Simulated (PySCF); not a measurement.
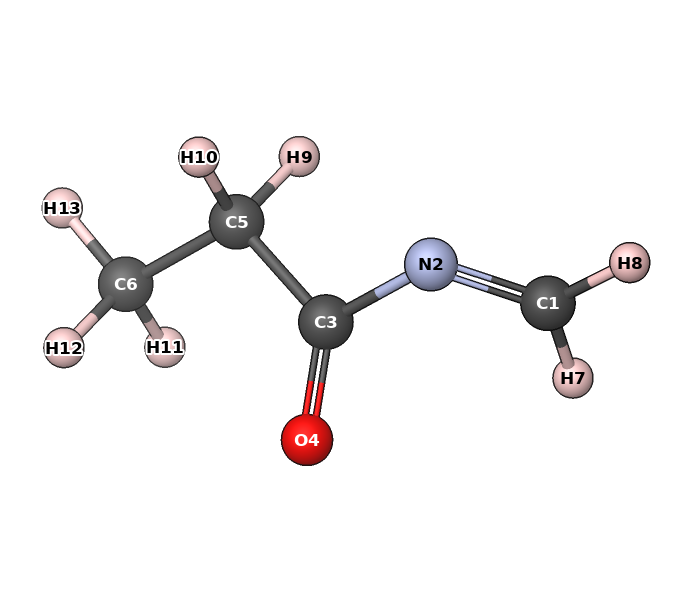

The computed structure is the end point of a PBE0-D3(BJ)/def2-SVP optimisation. No frequency run is at hand to confirm it as a minimum. Properties computed with PBE0/pcJ-1 indirect spin-spin coupling, non-relativistic, gas phase (PySCF 2.14.0). Isotopes: 13C, 1H, 15N, 17O.

Give the spin–spin coupling constants of these pairs, with the number of bonds between them: N2/C3, N2/O4, N2/H7, N2/H8.

```
  pair  bonds apart  J (Hz)
N2, C3            1     4.7
N2, O4            2    −1.5
N2, H7            2     4.6
N2, H8            2   −10.2
```
